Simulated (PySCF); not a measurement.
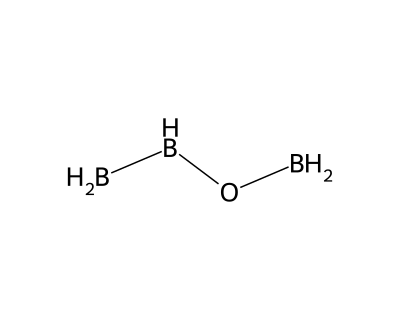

> Transcribe the drawing into SMILES.

BBOB

> What is the molecular formula?

B3H5O.

> An optimisation with PBE0-D3(BJ)/def2-SVP gave a structure of which point group?

Cs. Other conformers may differ.

The parts below concern this one geometry. Atoms keep their numbers from picture to picture. Computed geometry: PBE0-D3(BJ)/def2-SVP optimisation. No frequency run is at hand to confirm it as a minimum.

### Geometry

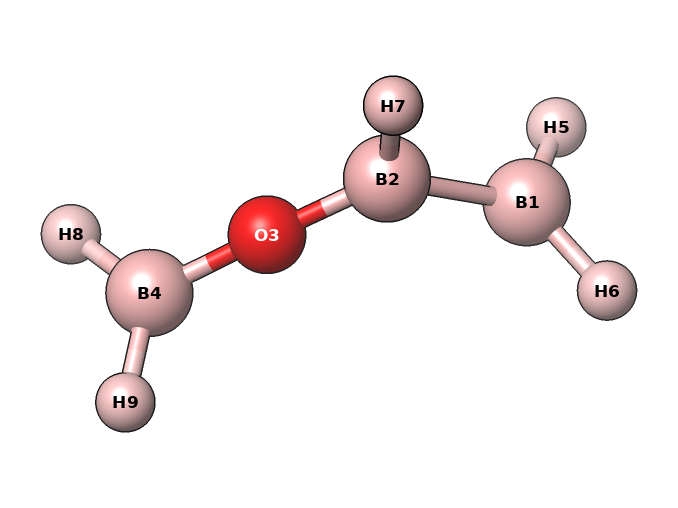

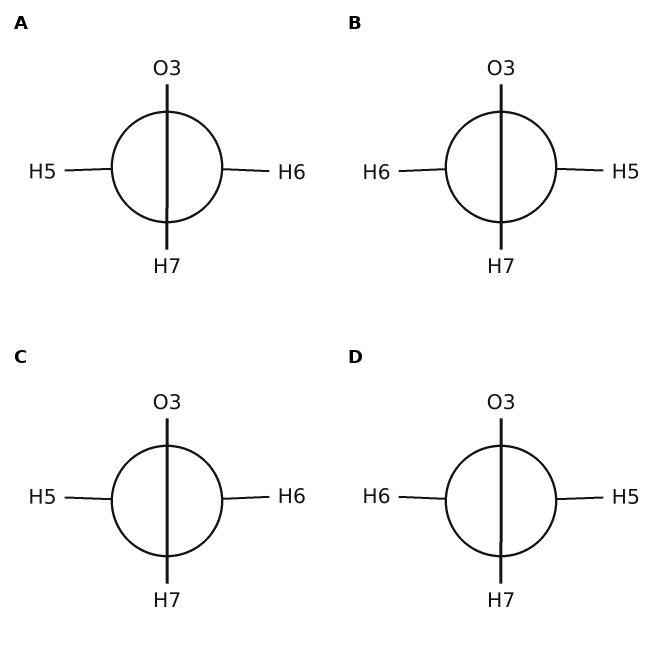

Depth is shown by fading: the farther an atom, the more it takes the colour of the background. Bonds that would overlap in a projection are set slightly apart. No frequency run is at hand to confirm it as a minimum.

> Which Newman projection shows the view along B2–B1, with B2 in front?

B. The torsion angle O3–B2–B1–H5 is 92°, about perpendicular.

### Levels of theory compared

No frequency run is at hand to confirm it as a minimum. Program: PySCF 2.14.0.

At this fixed geometry, give HOMO energy (eV) at these levels: B97-2/pcSseg-2; BHandHLYP/pcSseg-2; CAM-B3LYP/pcSseg-2; LC-wPBE/pcSseg-2; PBE0/6-31G; PBE0/STO-3G; PBE0/pcSseg-2; WP04/pcSseg-2; mPW1PW91/pcSseg-2; ωB97X-D/pcSseg-2.

```
             level  HOMO energy (eV)
    B97-2/pcSseg-2             −7.75
BHandHLYP/pcSseg-2             −9.23
CAM-B3LYP/pcSseg-2             −9.42
  LC-wPBE/pcSseg-2            −10.76
        PBE0/6-31G             −7.89
       PBE0/STO-3G             −6.21
     PBE0/pcSseg-2             −8.00
     WP04/pcSseg-2             −9.18
 mPW1PW91/pcSseg-2             −8.04
  ωB97X-D/pcSseg-2             −9.89
```

### NMR shielding

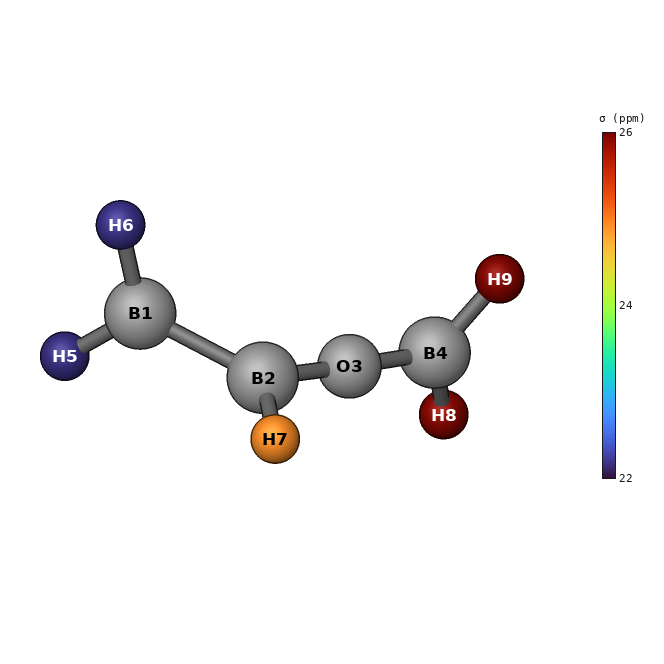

Atoms are coloured by their isotropic NMR shieldings (H only, the others grey). No frequency run is at hand to confirm it as a minimum. Method: GIAO CAM-B3LYP/pcSseg-2 NMR shielding, non-relativistic, gas phase (PySCF 2.14.0).

List the isotropic NMR shieldings of the H atoms.

```tsv
atom	σ (ppm)
H5	22.18
H6	22.19
H7	24.92
H8	25.93
H9	25.94
```

### Core levels

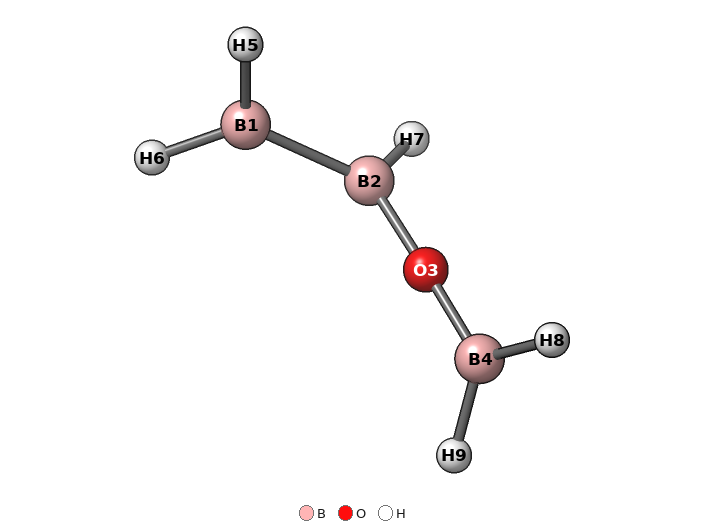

No frequency run is at hand to confirm it as a minimum. Properties computed with delta-SCF UKS SCAN, def2-TZVP on the ionised atom, pcseg-1 elsewhere, spin-free X2C (PySCF 2.14.0).

Give the core-electron binding energies (to vacuum) of B1 1s, B2 1s, O3 1s, B4 1s.

| atom | level | binding energy (eV) |
| --- | --- | --- |
| B1 | 1s | 196.8 |
| B2 | 1s | 197.0 |
| O3 | 1s | 540.1 |
| B4 | 1s | 197.2 |

### Quadrupole coupling

No frequency run is at hand to confirm it as a minimum. Electric field gradients from the ground-state density, PBE0/STO-3G (PySCF 2.14.0), non-relativistic apart from any core potentials.

Give the largest field-gradient component, the quadrupole coupling constant and the asymmetry for 11B at B1 (Q = 40.59 mb), 11B at B2 (Q = 40.59 mb), 17O at O3 (Q = −25.6 mb), 11B at B4 (Q = 40.59 mb), 2H at H5 (Q = 2.86 mb), 2H at H6 (Q = 2.86 mb), 2H at H7 (Q = 2.86 mb), 2H at H8 (Q = 2.86 mb).

| atom | V_zz (a.u.) | e²qQ/h (MHz) | η |
| --- | --- | --- | --- |
| B1 | 0.584 | 5.57 | 0.12 |
| B2 | −0.293 | −2.79 | 0.69 |
| O3 | 1.359 | −8.17 | 0.10 |
| B4 | −0.270 | −2.57 | 0.67 |
| H5 | 0.171 | 0.115 | 0.21 |
| H6 | 0.171 | 0.115 | 0.21 |
| H7 | 0.163 | 0.110 | 0.06 |
| H8 | 0.174 | 0.117 | 0.07 |
